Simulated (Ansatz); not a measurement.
# ClF2H3Si2 (built from SMILES F[Si](F)([SiH3])Cl): a barrier at many levels of theory

How high is the barrier of this step (Si1–Cl3 formed, Si1–Si2 broken, Si2–Cl3 broken), and how far do cheaper methods land from CCSD(T)?

The runs use Ansatz 0.2.0, Gaussian basis; single points in def2-TZVPP on PBE0-D4/def2-TZVP structures.

Levels: SPW92, PBE-D4, BLYP-D4, r2SCAN-D4, B97M-V, PBE0-D4, B3LYP-D4, r2SCAN0-D4, BHLYP-D4, CAM-B3LYP-D4, wB97X-V, wB97M-V, B2PLYP, PBE-QIDH, RPA on PBE, Hartree-Fock, MP2, CCSD, CCSD(T). The reference is CCSD(T) at the basis limit, from triple and quadruple zeta. Zero-point energies come from PBE0-D4 vibrations.

Correlated methods freeze the cores. B3LYP uses VWN-RPA correlation. B2PLYP carries no dispersion term here.

13 further runs of the same task are left out: 13 set aside as unsound or not needed.

## Step 1: The three structures

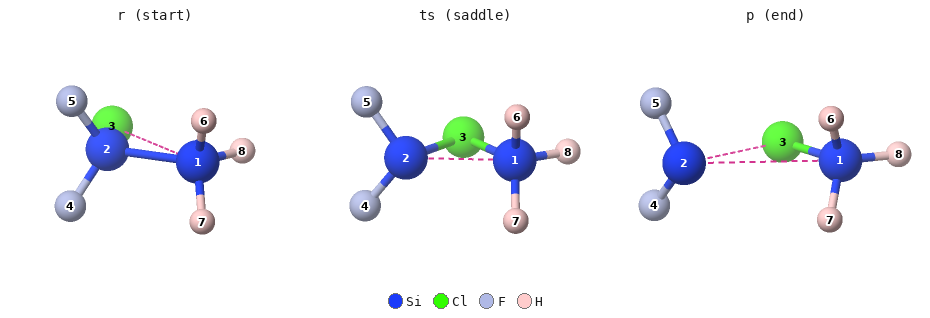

Start, saddle and end (silicon blue, chlorine green, fluorine light blue, hydrogen pink); broken lines mark the pairs that change.

Charge 0, multiplicity 1. The folders r, ts and p hold the start, the saddle and the end; their coordinates stand in the first inputs.

```csv
pair,r (Å),ts (Å),p (Å)
Si1–Cl3,3.647,2.327,2.071
Si1–Si2,2.341,2.538,3.674
Si2–Cl3,2.034,2.330,3.059
```

## Step 2: wB97M-V/def2-TZVPP

r/in.yaml reads:

```yaml
crystal:
  periodic: [false, false, false]
  atoms:
    - {symbol: Si, position_ang: [-0.955581, -0.520861, 0.580857]}
    - {symbol: Si, position_ang: [0.802875, 0.510851, -0.569363]}
    - {symbol: Cl, position_ang: [2.632217, -0.085191, 0.089303]}
    - {symbol: F, position_ang: [0.731769, 0.201773, -2.122397]}
    - {symbol: F, position_ang: [0.735283, 2.087933, -0.425337]}
    - {symbol: H, position_ang: [-1.775325, 0.526033, 1.240502]}
    - {symbol: H, position_ang: [-1.782656, -1.279595, -0.390416]}
    - {symbol: H, position_ang: [-0.388583, -1.440844, 1.596852]}
basis:
  gaussian: {orbitals: def2-TZVPP}
hamiltonian: {xc: {name: wB97M-V}}
```

ts/in.yaml reads:

```yaml
crystal:
  periodic: [false, false, false]
  atoms:
    - {symbol: Si, position_ang: [-0.700642, -0.651153, 0.724629]}
    - {symbol: Si, position_ang: [0.366766, 0.888421, -0.987063]}
    - {symbol: Cl, position_ang: [1.603194, -0.435119, 0.478032]}
    - {symbol: F, position_ang: [1.011737, 0.453638, -2.378886]}
    - {symbol: F, position_ang: [1.016485, 2.316000, -0.700572]}
    - {symbol: H, position_ang: [-1.439514, 0.461222, 1.366669]}
    - {symbol: H, position_ang: [-1.445420, -1.402307, -0.312975]}
    - {symbol: H, position_ang: [-0.412607, -1.630602, 1.810166]}
basis:
  gaussian: {orbitals: def2-TZVPP}
hamiltonian: {xc: {name: wB97M-V}}
```

p/in.yaml reads:

```yaml
crystal:
  periodic: [false, false, false]
  atoms:
    - {symbol: Si, position_ang: [-0.706015, -0.957926, 1.065108]}
    - {symbol: Si, position_ang: [0.294951, 1.406824, -1.561972]}
    - {symbol: Cl, position_ang: [1.265936, -0.536476, 0.591087]}
    - {symbol: F, position_ang: [1.264701, 0.706811, -2.631292]}
    - {symbol: F, position_ang: [1.269611, 2.539954, -0.978951]}
    - {symbol: H, position_ang: [-1.352360, 0.301213, 1.493126]}
    - {symbol: H, position_ang: [-1.357593, -1.512219, -0.140958]}
    - {symbol: H, position_ang: [-0.679233, -1.948080, 2.163851]}
basis:
  gaussian: {orbitals: def2-TZVPP}
hamiltonian: {xc: {name: wB97M-V}}
```

No record of the launch command was kept for these runs.

The runs that follow: CCSD(T)/def2-TZVPP; MP2/def2-QZVPP; Vibrations of the start structure; Vibrations of the end structure.

Q: Predict the outcome of this session. Wanted: barrier, CCSD(T)/CBS; reverse barrier, CCSD(T)/CBS; step energy, CCSD(T)/CBS; barrier with zero-point energy; step energy with zero-point energy; imaginary mode at the saddle; largest T1 diagnostic.

The runs gave:

| quantity | value |
| --- | --- |
| barrier, CCSD(T)/CBS | 49.4 kcal/mol |
| reverse barrier, CCSD(T)/CBS | 16.6 kcal/mol |
| step energy, CCSD(T)/CBS | +32.7 kcal/mol |
| barrier with zero-point energy | 48.9 kcal/mol |
| step energy with zero-point energy | +32.0 kcal/mol |
| imaginary mode at the saddle | 272i cm⁻¹ |
| largest T1 diagnostic | 0.013 |

In words: The functionals run from r2SCAN0-D4, off by +0.3 kcal/mol, to SPW92, off by -7.9 kcal/mol, against CCSD(T)/CBS. Mean unsigned error by rung: LDA 7.9, GGA 6.8, meta-GGA 1.6, hybrid 2.0, range-separated hybrid 1.7, double hybrid 0.8 kcal/mol. PBE-D4 gives a barrier 7.3 kcal/mol too low, outside chemical accuracy (1 kcal/mol). Every functional without exact exchange puts the barrier too low, the usual mark of self-interaction error, which favours the spread-out density of a saddle. The barrier rises with the share of exact exchange, from BLYP-D4 through B3LYP-D4 to BHLYP-D4 (-6.3, -2.4, +2.8 kcal/mol). Hartree-Fock, with no correlation, is off by +11.0 kcal/mol. Zero-point motion lowers the barrier by 0.4 kcal/mol. The start structure keeps an imaginary mode: no true minimum.
